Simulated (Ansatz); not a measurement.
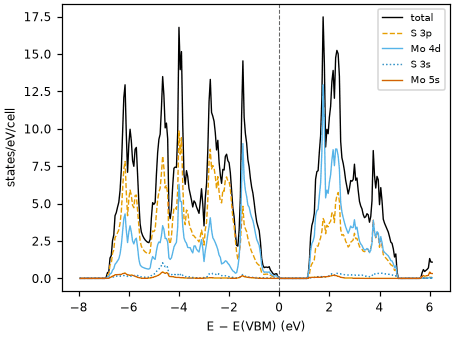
Total and projected density of states of MoS₂ in space group P-6m2 (No. 187; Pearson symbol hP9), r²SCAN+D4 (plane waves, PAW; program Ansatz)

### Question
Which orbitals carry the states next to the gap?

### Answer
Top 1 eV of the valence band: Mo 4d 66 %, S 3p 30 %. Bottom 1 eV of the conduction band: Mo 4d 65 %, S 3p 30 %. Projections are on Löwdin-orthogonalised atomic valence shells; empty p or d shells of many metals are not among them.

### Question
Where is the tallest occupied peak in this window, and what makes it?

### Answer
Near -4.0 eV, about 17 states/eV per cell; the largest projected share is S 3p.

The workflow started from a Materials Project entry (that database holds measured and hypothetical structures alike); the Crystallography Open Database copy checked does not list it. It is not the phase usual at ambient conditions (space group No. 160, 194). The cell was relaxed with r²SCAN+D4 under the symmetry of its start; its stability against distortions is not shown here. No spin polarisation was allowed. Scalar-relativistic: spin–orbit coupling is off unless named, which matters more the heavier the elements.

Potentials: the earlier of the program's two PAW sets.
